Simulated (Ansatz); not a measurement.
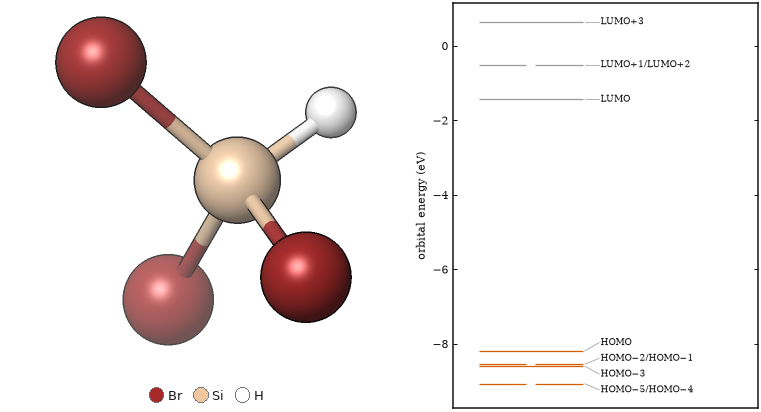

SiHBr₃, SMILES Br[SiH](Br)Br. Kohn-Sham orbital energies near the frontier, HSE06/def2-TZVPP with the Ansatz code, at a PBE0-D4/def2-TZVP geometry (a minimum by its frequencies), isolated molecule; empty levels in grey, levels within 0.03 eV side by side.

### Where do the frontier orbitals lie?

HOMO at −8.19 eV, LUMO at −1.44 eV, 6.75 eV apart.

### How far below the HOMO does the next level lie?

0.35 eV.

### List the levels.

| orbital | energy (eV) |
| --- | --- |
| LUMO+3 | 0.64 |
| LUMO+2 | −0.51 |
| LUMO+1 | −0.51 |
| LUMO | −1.44 |
| HOMO | −8.19 |
| HOMO−1 | −8.55 |
| HOMO−2 | −8.55 |
| HOMO−3 | −8.60 |
| HOMO−4 | −9.07 |
| HOMO−5 | −9.07 |

Note: no scalar relativity up to krypton; spin-orbit coupling is left out, and with Br it can shift these levels and split any degenerate set; empty levels above zero depend strongly on the basis.
